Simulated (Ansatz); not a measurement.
# Geometry relaxation of CH₆BClOSi (part 2 of 2)

CH₆BClOSi, SMILES BC(O)([SiH3])Cl; RKS PBE-D4/def2-SVP (Ansatz 0.2.0). The geometry: force-field start.

Geometry of the input (Å):
```
B  -0.3742  1.5117  0.2735
C  -0.5785  0.0126  -0.0942
O  -1.3720  -0.6090  0.8875
Si 1.2074  -0.7446  -0.1884
Cl -1.3782  -0.1347  -1.6975
H  -0.9161  2.0133  1.2396
H  0.2041  2.2788  -0.4547
H  -1.4639  -1.5257  0.5950
H  1.8079  -0.6063  1.1594
H  1.9304  -0.0736  -1.1949
H  0.9986  -2.1797  -0.5049
```

**Trajectory as extended XYZ, continued**
```
11
Properties=species:S:1:pos:R:3:forces:R:3 step=5 energy=-24233.92149
B    -0.4634    1.5630    0.2813   -0.0280   0.1226  -0.0133
C    -0.6067    0.0431   -0.0354    0.0335  -0.1435   0.1230
O    -1.4366   -0.6550    0.8310    0.1188  -0.0882  -0.0798
Si    1.1613   -0.7404   -0.1744   -0.0023  -0.0162  -0.0706
Cl   -1.2723    0.0048   -1.8103   -0.0106   0.0290  -0.0222
H    -0.9138    2.0169    1.3152   -0.0290  -0.0063  -0.0437
H     0.1823    2.2570   -0.4787   -0.0068  -0.0486   0.0383
H    -1.3478   -1.6159    0.6479   -0.0370   0.1545   0.0233
H     1.8841   -0.5644    1.1350   -0.0062  -0.0085  -0.0071
H     1.9695   -0.1548   -1.2955   -0.0423  -0.0214   0.0492
H     0.9089   -2.2115   -0.3957    0.0098   0.0264   0.0030
11
Properties=species:S:1:pos:R:3:forces:R:3 step=6 energy=-24233.93400
B    -0.4706    1.5699    0.2810   -0.0717   0.0547  -0.0745
C    -0.5867    0.0401   -0.0174    0.0387  -0.1092   0.0598
O    -1.4151   -0.6490    0.8490    0.0143  -0.0224   0.0282
Si    1.1672   -0.7471   -0.1862    0.0015  -0.0910  -0.0040
Cl   -1.2825    0.0102   -1.7951    0.0280   0.1240   0.0454
H    -0.9989    2.0412    1.2686   -0.0326   0.0041  -0.0532
H     0.2244    2.2454   -0.4485    0.0050   0.0017   0.0137
H    -1.3468   -1.6083    0.6629    0.0032   0.0350   0.0063
H     1.8940   -0.5942    1.1235    0.0086   0.0061  -0.0039
H     1.9723   -0.1517   -1.2994   -0.0162   0.0054  -0.0004
H     0.9082   -2.2137   -0.4182    0.0213  -0.0082  -0.0174
11
Properties=species:S:1:pos:R:3:forces:R:3 step=7 energy=-24233.96514
B    -0.4861    1.5797    0.2778   -0.1546   0.0100  -0.0714
C    -0.5549    0.0332    0.0158    0.0602  -0.0303   0.0310
O    -1.3908   -0.6449    0.8717   -0.0867  -0.0132   0.1275
Si    1.1754   -0.7700   -0.1982    0.0365  -0.0890   0.0453
Cl   -1.2836    0.0613   -1.7718    0.0309   0.2087   0.1244
H    -1.1226    2.0762    1.1976    0.0508  -0.0649  -0.2373
H     0.2688    2.2308   -0.4145   -0.0071   0.0397   0.0602
H    -1.3388   -1.6044    0.6890    0.0326  -0.0348  -0.0066
H     1.9169   -0.6288    1.1057    0.0131  -0.0120  -0.0143
H     1.9671   -0.1575   -1.3088    0.0011   0.0119  -0.0329
H     0.9140   -2.2328   -0.4440    0.0232  -0.0261  -0.0260
11
Properties=species:S:1:pos:R:3:forces:R:3 step=8 energy=-24234.02472
B    -0.5044    1.5878    0.2681   -0.3886   0.0466  -0.0779
C    -0.5148    0.0227    0.0607   -0.0077   0.1013   0.1331
O    -1.3640   -0.6433    0.9025   -0.1019  -0.0068   0.1658
Si    1.1890   -0.8007   -0.2087    0.0598  -0.0776   0.0645
Cl   -1.2886    0.1512   -1.7312    0.0532   0.2931   0.2085
H    -1.2790    2.1149    1.0873    0.3481  -0.2698  -0.5264
H     0.3166    2.2192   -0.3722   -0.0564   0.0439   0.1585
H    -1.3251   -1.6038    0.7260    0.0523  -0.0869  -0.0187
H     1.9517   -0.6793    1.0857    0.0095  -0.0276  -0.0283
H     1.9601   -0.1676   -1.3203    0.0147   0.0186  -0.0517
H     0.9240   -2.2582   -0.4774    0.0169  -0.0346  -0.0273
11
Properties=species:S:1:pos:R:3:forces:R:3 step=9 energy=-24234.14086
B    -0.5315    1.5841    0.2270   -0.6057   0.1217  -0.0530
C    -0.4777    0.0054    0.1164   -0.0616   0.2472   0.3600
O    -1.3439   -0.6554    0.9372    0.0186   0.0289   0.0604
Si    1.2079   -0.8291   -0.2105    0.0171  -0.0819   0.0211
Cl   -1.2927    0.3036   -1.6630    0.0336   0.3229   0.1958
H    -1.4156    2.1298    0.9485    0.6492  -0.4637  -0.7054
H     0.3479    2.2181   -0.3398   -0.1313  -0.0403   0.2274
H    -1.3061   -1.6172    0.7657    0.0616  -0.0839  -0.0208
H     1.9943   -0.7348    1.0722   -0.0043  -0.0228  -0.0480
H     1.9541   -0.1810   -1.3331   -0.0079   0.0080  -0.0100
H     0.9287   -2.2808   -0.5002    0.0307  -0.0361  -0.0276
11
Properties=species:S:1:pos:R:3:forces:R:3 step=10 energy=-24234.32651
B    -0.5884    1.5772    0.1438   -0.1947  -0.0143  -0.0059
C    -0.4448   -0.0033    0.1918   -0.1110   0.2795   0.5029
O    -1.3322   -0.6704    0.9638    0.0924   0.0083   0.0322
Si    1.2169   -0.8574   -0.2109    0.0403   0.0168  -0.0153
Cl   -1.2861    0.4854   -1.5831   -0.0561   0.3338  -0.0963
H    -1.5150    2.1181    0.7949    0.5473  -0.4006  -0.5706
H     0.3787    2.2112   -0.2802   -0.3034  -0.1086   0.1778
H    -1.2672   -1.6347    0.8069    0.0433  -0.0567   0.0012
H     2.0354   -0.7755    1.0518   -0.0100  -0.0342  -0.0476
H     1.9360   -0.1999   -1.3496   -0.0506  -0.0109   0.0357
H     0.9322   -2.3079   -0.5087    0.0026  -0.0129  -0.0142
11
Properties=species:S:1:pos:R:3:forces:R:3 step=11 energy=-24234.41917
B    -0.6167    1.5535    0.0752    0.0115   0.0844   0.1151
C    -0.4104   -0.0120    0.2983   -0.2910   0.3081   0.3036
O    -1.3158   -0.6914    1.0122    0.2003   0.1887  -0.1912
Si    1.2246   -0.8738   -0.2034   -0.0374  -0.0221  -0.1298
Cl   -1.2886    0.6801   -1.5597   -0.0109  -0.2209  -0.4864
H    -1.5840    2.0829    0.6236    0.3894  -0.1118   0.0213
H     0.3856    2.2033   -0.2426   -0.2796  -0.1521   0.2419
H    -1.2307   -1.6559    0.8552    0.0660  -0.0639   0.0699
H     2.0747   -0.8292    1.0387    0.0056  -0.0146  -0.0287
H     1.9053   -0.1967   -1.3538   -0.0554  -0.0041   0.0742
H     0.9215   -2.3180   -0.5232    0.0013   0.0082   0.0103
11
Properties=species:S:1:pos:R:3:forces:R:3 step=12 energy=-24234.44937
B    -0.6338    1.5503    0.0772   -0.2555   0.3182  -0.2310
C    -0.4309    0.0277    0.3431    0.7714  -0.6925  -0.0999
O    -1.3183   -0.6840    1.0148   -0.1723  -0.3289   0.1369
Si    1.2026   -0.8714   -0.2159   -0.3176   0.2164   0.1450
Cl   -1.1221    0.6789   -1.6705   -0.0649  -0.0206  -0.0369
H    -1.6437    2.0447    0.5424    0.0809   0.0887   0.0673
H     0.3694    2.2189   -0.1239   -0.0625  -0.0276   0.1236
H    -1.1245   -1.6570    0.9696   -0.0704   0.4668  -0.0431
H     2.1117   -0.8870    0.9853    0.0059  -0.0051  -0.0145
H     1.8304   -0.1795   -1.3757    0.0876  -0.0058  -0.0217
H     0.8248   -2.2987   -0.5261   -0.0024  -0.0096  -0.0256
11
Properties=species:S:1:pos:R:3:forces:R:3 step=13 energy=-24234.46374
B    -0.6477    1.5463    0.0391   -0.0270   0.0052   0.1240
C    -0.4110    0.0122    0.3356   -0.1361  -0.0815  -0.0088
O    -1.3091   -0.6726    1.0331    0.1029   0.0015  -0.1644
Si    1.2067   -0.8692   -0.2136   -0.0305  -0.0127  -0.0569
Cl   -1.2038    0.6675   -1.6897    0.1766   0.0849   0.2363
H    -1.6191    2.0595    0.5782    0.1099  -0.0611  -0.1026
H     0.3753    2.2076   -0.1126   -0.1668  -0.0578  -0.1287
H    -1.1581   -1.6435    0.9532    0.0166   0.1048   0.0697
H     2.1006   -0.8814    0.9990   -0.0193  -0.0019   0.0055
H     1.8777   -0.1838   -1.3588   -0.0250   0.0085   0.0243
H     0.8538   -2.2998   -0.5431   -0.0013   0.0101   0.0018
11
Properties=species:S:1:pos:R:3:forces:R:3 step=14 energy=-24234.45098 accepted=F
B    -0.6312    1.5316    0.0370    0.0195  -0.0277  -0.1125
C    -0.3990   -0.0029    0.3372    0.2019   0.2686  -0.2751
O    -1.3014   -0.6579    1.0315   -0.2830  -0.0976   0.3464
Si    1.1995   -0.9006   -0.2370   -0.1055   0.3590   0.0962
Cl   -1.1721    0.6468   -1.6838    0.0232   0.0302   0.0423
H    -1.6026    2.0455    0.5612    0.0144  -0.0240   0.0014
H     0.3668    2.2055   -0.1692   -0.0341  -0.0347   0.0090
H    -1.1191   -1.6194    1.0348   -0.0532  -0.2054  -0.0259
H     2.0325   -0.9235    1.0180    0.0941  -0.1265  -0.0338
H     1.8548   -0.0624   -1.2930    0.0255  -0.2560   0.0073
H     0.8373   -2.3198   -0.6163    0.0972   0.1141  -0.0551
11
Properties=species:S:1:pos:R:3:forces:R:3 step=15 energy=-24234.47648
B    -0.6470    1.5417    0.0425    0.0162   0.0439   0.0369
C    -0.4129    0.0096    0.3364    0.0825   0.0436   0.0126
O    -1.3120   -0.6636    1.0364   -0.0183  -0.0495   0.0225
Si    1.2005   -0.8710   -0.2191    0.0104  -0.0185  -0.0015
Cl   -1.1688    0.6562   -1.6683   -0.0340  -0.0143  -0.0568
H    -1.6173    2.0534    0.5711    0.0095  -0.0150  -0.0259
H     0.3534    2.2126   -0.1570   -0.0220  -0.0130   0.0056
H    -1.1448   -1.6317    0.9970   -0.0184   0.0055   0.0011
H     2.0787   -0.9244    1.0045   -0.0062  -0.0012  -0.0017
H     1.8834   -0.1476   -1.3326   -0.0103  -0.0034   0.0159
H     0.8523   -2.2924   -0.5905   -0.0094   0.0218  -0.0086
11
Properties=species:S:1:pos:R:3:forces:R:3 step=16 energy=-24234.47801
B    -0.6550    1.5453    0.0341    0.0355   0.0196   0.0283
C    -0.3981    0.0202    0.3538   -0.0159   0.0053  -0.0606
O    -1.2972   -0.6532    1.0541    0.0048  -0.0115   0.0429
Si    1.2036   -0.8742   -0.2183   -0.0090   0.0162   0.0097
Cl   -1.1668    0.6287   -1.6661   -0.0034   0.0067  -0.0296
H    -1.6336    2.0521    0.5511    0.0054  -0.0201  -0.0111
H     0.3356    2.2264   -0.1737   -0.0113  -0.0020  -0.0033
H    -1.1281   -1.6206    1.0196   -0.0090  -0.0177   0.0131
H     2.0696   -0.9826    1.0101    0.0058  -0.0120   0.0005
H     1.9071   -0.1272   -1.3014    0.0012   0.0090   0.0029
H     0.8282   -2.2723   -0.6429   -0.0041   0.0064   0.0071
11
Properties=species:S:1:pos:R:3:forces:R:3 step=17 energy=-24234.47868
B    -0.6567    1.5442    0.0287    0.0112  -0.0038  -0.0066
C    -0.3961    0.0211    0.3544    0.0018   0.0226  -0.0103
O    -1.2881   -0.6482    1.0682   -0.0036  -0.0014  -0.0009
Si    1.2043   -0.8742   -0.2188   -0.0275   0.0011  -0.0051
Cl   -1.1652    0.6238   -1.6734    0.0072  -0.0089   0.0081
H    -1.6397    2.0465    0.5394   -0.0051  -0.0044   0.0071
H     0.3293    2.2297   -0.1816    0.0055   0.0026   0.0017
H    -1.1187   -1.6159    1.0415   -0.0025  -0.0111   0.0099
H     2.0638   -1.0141    1.0120   -0.0069  -0.0011  -0.0060
H     1.9170   -0.1085   -1.2830    0.0032  -0.0052   0.0012
H     0.8156   -2.2615   -0.6670    0.0167   0.0096   0.0010
```

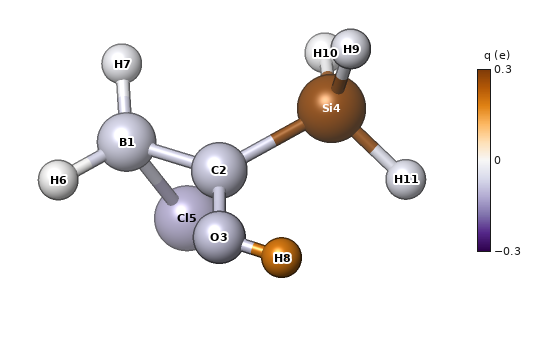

Fig. 1: Mulliken charges, as the colour of each atom (ball-and-stick view, seen at a tilt; atoms are numbered from 1 in the order of the input; Mulliken charges depend strongly on the basis). By element: B −0.07, C −0.08, O −0.08, Si +0.29, Cl −0.14 and H −0.05 to +0.20 e.
